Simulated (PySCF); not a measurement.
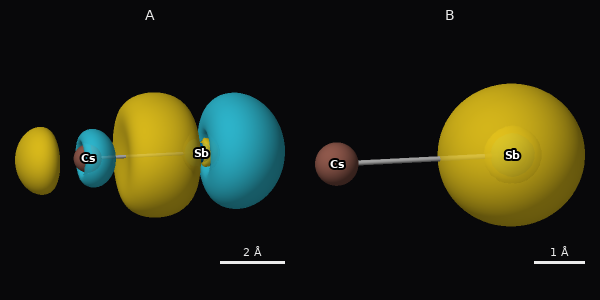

*CsSb (triplet). Two frontier β-spin orbitals, each drawn at the value that holds 80 % of its norm (yellow and cyan are the two phases), in no order; of a degenerate pair one member is drawn.*

Core potentials replace the inner electrons of Cs and Sb.

Method: PySCF, PBE0/def2-SVPD, non-relativistic Hamiltonian with scalar-relativistic core potentials where named, at a bond length of 3.672 Å.

Label each orbital by symmetry, say whether it is occupied, and order them by energy.

Orbital B: σ, occupied in this spin, −10.88 eV; almost wholly on Sb.
Orbital A: σ, occupied in this spin, −3.33 eV; mainly on Sb (80 %).
